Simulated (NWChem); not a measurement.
# One shape, several levels: GeSiH4OF2 (SMILES F[SiH](F)[O][GeH3])

We compute a comparison of 3 runs (HF/STO-3G, HF/3-21G, B3LYP/6-31G*) of GeSiH4OF2. 

Program for the calculation: NWChem 7.3.0.

## 1. The molecule

GeSiH4OF2 has 9 atoms, charge 0, and is taken as a singlet. As SMILES, `F[SiH](F)[O][GeH3]`. Geometry: relaxed at PBE0-D4/def2-TZVP. This is one conformer, not always the lowest.

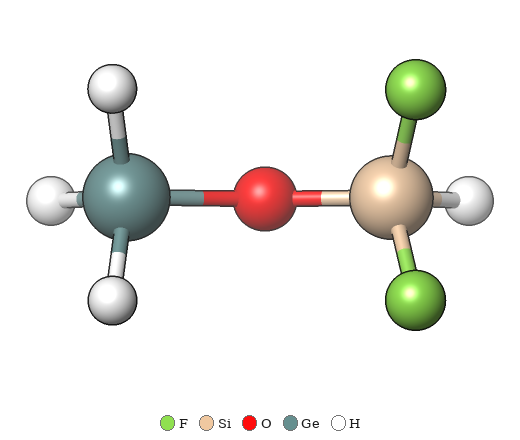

The structure, seen from a chosen angle (fluorine green, silicon light orange, oxygen red, germanium teal, hydrogen white).

## 2. Energy and gradient at HF/STO-3G (run 1)

f2geh4osi.nw

```
start f2geh4osi
title "F2GeH4OSi hf"
memory total 2200 mb

geometry noautosym nocenter noautoz
  F       -1.332400       0.497600       1.908600
  Si      -1.068100       1.063200       0.450200
  F       -0.072400       2.283800       0.638000
  O       -0.422100      -0.058200      -0.485700
  Ge       1.013100      -1.120900      -0.560600
  H       -2.329600       1.552700      -0.112600
  H        2.255700      -0.222600      -0.593100
  H        0.839500      -1.916700      -1.856600
  H        0.990100      -2.021400       0.680700
end

basis spherical bse
  F library STO-3G
  Si library STO-3G
  O library STO-3G
  Ge library STO-3G
  H library STO-3G
end

scf
  thresh 1e-08
  maxiter 80
  noprint "final vectors analysis"
end

task scf gradient
```

On the command line:

```bash
$ nwchem f2geh4osi.nw > f2geh4osi.out
```

The log of the run:

```text
[...]
  functions       =    46
[...]
  wavefunction    = RHF
[...]
         Total SCF energy =  -2609.696236876701
      One-electron energy =  -4588.855027929651
      Two-electron energy =   1515.037233063902
 Nuclear repulsion energy =    464.121557989048
        Time for solution =      3.1s
[...]
                         RHF ENERGY GRADIENTS
    atom               coordinates                        gradient
                 x          y          z           x          y          z
   1 F      -2.517871   0.940328   3.606731    0.000548   0.005305  -0.010543
   2 Si     -2.018416   2.009157   0.850755    0.024883  -0.007377   0.014261
   3 F      -0.136816   4.315756   1.205645   -0.008765  -0.007897  -0.001183
   4 O      -0.797653  -0.109982  -0.917840   -0.036976   0.034249   0.011576
   5 Ge      1.914481  -2.118194  -1.059380    0.024089  -0.020367  -0.004867
   6 H      -4.402306   2.934178  -0.212783   -0.020660   0.009491  -0.007147
   7 H       4.262655  -0.420653  -1.120796    0.027602   0.024495  -0.000868
   8 H       1.586425  -3.622038  -3.508465   -0.006938  -0.017765  -0.031960
   9 H       1.871018  -3.819892   1.286336   -0.003784  -0.020134   0.030732
[...]
```

Wall time 5.1 s (1 thread of AMD EPYC 9R45 (Zen 5), shared host); peak memory 0.1 GiB.

## 3. Energy and gradient at HF/3-21G (run 2)

run.py

```python
from ase import Atoms
from ase.calculators.nwchem import NWChem

molecule = Atoms(['F', 'Si', 'F', 'O', 'Ge', 'H', 'H', 'H', 'H'], positions=[
    [-1.332400, 0.497600, 1.908600],
    [-1.068100, 1.063200, 0.450200],
    [-0.072400, 2.283800, 0.638000],
    [-0.422100, -0.058200, -0.485700],
    [1.013100, -1.120900, -0.560600],
    [-2.329600, 1.552700, -0.112600],
    [2.255700, -0.222600, -0.593100],
    [0.839500, -1.916700, -1.856600],
    [0.990100, -2.021400, 0.680700],
])

calc = NWChem(
    label='f2geh4osi',
    theory='scf',
    memory='2200 mb',
    basis='3-21G',
    basispar='spherical bse',
    scf={'nopen': '0', 'rhf': None, 'thresh': '1e-08', 'maxiter': '80'},
)
molecule.calc = calc

forces = molecule.get_forces()
print("Total energy (eV):", round(molecule.get_potential_energy(), 6))
print("forces (eV/A):")
for s, f in zip(molecule.symbols, forces):
    print(f"{s:2s} {f[0]:10.5f} {f[1]:10.5f} {f[2]:10.5f}")
print("dipole (e A):", molecule.get_dipole_moment().round(4))
```

On the command line:

```bash
$ export ASE_NWCHEM_COMMAND="nwchem PREFIX.nwi > PREFIX.nwo"
$ python run.py
```

The log of the run:

```text
Total energy (eV): -71498.598096
forces (eV/A):
F     0.01121   -0.40639    1.12182
Si   -2.08835    0.51720   -1.33749
F     0.85535    0.78943    0.27223
O     2.13638   -1.39842    0.14558
Ge   -1.43457    0.70988   -0.41662
H     0.21962   -0.03774    0.16470
H     0.03918   -0.09652    0.01584
H     0.16501   -0.06196    0.07574
H     0.09616   -0.01553   -0.04186
dipole (e A): [ 0.1993 -0.3465 -0.291 ]
```

The calculator wrote f2geh4osi.nwi:

```
title "f2geh4osi"

permanent_dir f2geh4osi

scratch_dir f2geh4osi

start f2geh4osi

geometry units angstrom nocenter noautosym noautoz
  F  -1.3324000000000000e+00 4.9759999999999999e-01 1.9086000000000001e+00
  Si -1.0681000000000000e+00 1.0631999999999999e+00 4.5019999999999999e-01
  F  -7.2400000000000006e-02 2.2837999999999998e+00 6.3800000000000001e-01
  O  -4.2209999999999998e-01 -5.8200000000000002e-02 -4.8570000000000002e-01
  Ge 1.0130999999999999e+00 -1.1209000000000000e+00 -5.6059999999999999e-01
  H  -2.3296000000000001e+00 1.5527000000000000e+00 -1.1260000000000001e-01
  H  2.2557000000000000e+00 -2.2259999999999999e-01 -5.9309999999999996e-01
  H  8.3950000000000002e-01 -1.9167000000000001e+00 -1.8566000000000000e+00
  H  9.9009999999999998e-01 -2.0213999999999999e+00 6.8069999999999997e-01
end

memory 2200 mb

basis spherical bse noprint
   * library 3-21G
end

scf
  nopen 0
  rhf
  thresh 1e-08
  maxiter 80
end

task scf gradient
```

f2geh4osi.nwo:

```text
Northwest Computational Chemistry Package (NWChem) 7.3.0
             --------------------------------------------------------

           Job information
           ---------------

    nwchem branch   = 7.3.0
    use scalapack   = T
    input           = f2geh4osi.nwi
    prefix          = f2geh4osi.
    data base       = f2geh4osi/f2geh4osi.db
    status          = startup
    nproc           =        1

           Memory information
           ------------------

[... 5 lines left out ...]
    hardfail = no
[... 138 lines left out ...]
         Quadratically convergent ROHF
[... 14 lines left out ...]
       Final RHF  results
[... 4 lines left out ...]
      Two-electron energy =   1499.301976723345
[... 57 lines left out ...]
                       ROHF Final Molecular Orbital Analysis
[... 270 lines left out ...]
                 ----------------------------------------
                 |  Time  |  1-e(secs)   |  2-e(secs)   |
                 ----------------------------------------
                 |  CPU   |       0.00   |       1.38   |
                 ----------------------------------------
                 |  WALL  |       0.00   |       1.38   |
                 ----------------------------------------

 Task  times  cpu:        4.6s     wall:        4.6s
 Total times  cpu:        4.6s     wall:        4.6s
```

Wall time 5.7 s (1 thread of AMD EPYC 9R45 (Zen 5), shared host); peak memory 0.1 GiB.

## 4. Energy and gradient at B3LYP/6-31G(d) (Cartesian functions) (run 3)

work.nw

```
start work
memory total 2200 mb

geometry units angstroms noautosym nocenter noautoz
F       -1.332400       0.497600       1.908600
Si      -1.068100       1.063200       0.450200
F       -0.072400       2.283800       0.638000
O       -0.422100      -0.058200      -0.485700
Ge       1.013100      -1.120900      -0.560600
H       -2.329600       1.552700      -0.112600
H        2.255700      -0.222600      -0.593100
H        0.839500      -1.916700      -1.856600
H        0.990100      -2.021400       0.680700
end

basis "ao basis" cartesian
F library 6-31G*
Si library 6-31G*
O library 6-31G*
Ge library 6-31G*
H library 6-31G*
end

dft
xc b3lyp
grid fine
convergence energy 1e-08
maxiter 100
mulliken
end

task dft gradient
```

On the command line:

```bash
$ nwchem work.nw > work.out
```

The log of the run:

```text
[...]
          Wavefunction type:  closed shell.
          No. of atoms     :     9
          No. of electrons :    76
[...]
          Charge           :     0
          Spin multiplicity:     1
[...]
          AO basis - number of functions:   107
[...]
              XC Information
              --------------
                         B3LYP Method XC Potential
                     Hartree-Fock (Exact) Exchange  0.200
                        Slater Exchange Functional  0.800 local
                    Becke 1988 Exchange Functional  0.720 non-local
              Lee-Yang-Parr Correlation Functional  0.810
                  VWN I RPA Correlation Functional  0.190 local
[...]
 d= 0,ls=0.0,diis     1  -2643.6362474472 -3.11D+03  1.58D-02  1.88D+00     2.3
[...]
 d= 0,ls=0.0,diis     8  -2643.7532016892 -1.02D-09  3.06D-06  3.50D-07    14.0
         Total DFT energy =    -2643.753201689239
      One electron energy =    -4605.376558993804
           Coulomb energy =     1628.711442526709
    Exchange-Corr. energy =     -131.209643211192
 Nuclear repulsion energy =      464.121557989048
[...]
      Total Density - Mulliken Population Analysis
     ---------------------------------------------
    Atom       Charge   Shell Charges
 -----------   ------   -------------------------------------------------------
    1 F    9     9.37   1.99  0.95  3.33  0.93  2.10  0.07
    2 Si  14    12.93   2.00  1.99  5.96  0.93  1.44  0.04  0.23  0.33
    3 F    9     9.37   1.99  0.95  3.33  0.93  2.10  0.07
    4 O    8     8.61   1.99  0.89  2.96  0.87  1.86  0.04
    5 Ge  32    31.72   2.00  1.99  6.00  1.93  5.99  1.33  2.04  0.09  0.20  6.93  2.95  0.27
    6 H    1     1.10   0.52  0.59
    7 H    1     0.97   0.49  0.48
    8 H    1     0.96   0.49  0.47
    9 H    1     0.97   0.49  0.48
[...]
  wavefunction    = closed shell
[...]
```

It took 25 s on 1 thread of AMD EPYC 9R45 (Zen 5), shared host; peak memory 0.13 GiB.

## 5. All runs side by side

```tsv
run	level	Cartesian functions	iteration cap	energy (Eh)	dipole moment (D)	largest force (eV/Å)	wall time
1	HF/STO-3G	no	80	-2609.696237	1.45	2.659	5.1 s
2	HF/3-21G	no	80	-2627.525038	2.37	2.558	5.7 s
3	B3LYP/6-31G* (Cartesian functions)	yes	100	-2643.753202	2.20	0.633	25 s
```

## 6. Summary of results

| quantity | value |
| --- | --- |
| run 3: total energy | -2643.75320 Eh |
| run 3: dipole moment | 2.20 D |
| run 3: HOMO energy | -8.91 eV |
| run 3: LUMO energy | -0.30 eV |
| run 3: HOMO–LUMO gap | 8.61 eV |
| run 3: largest force on an atom | 0.633 eV/Å |

What this shows: The dipole moment (its size) runs from 1.45 D (HF/STO-3G) to 2.37 D (HF/3-21G). In run 1 the basis is minimal, so the values are rough. All runs together took 36 s, the longest 25 s.
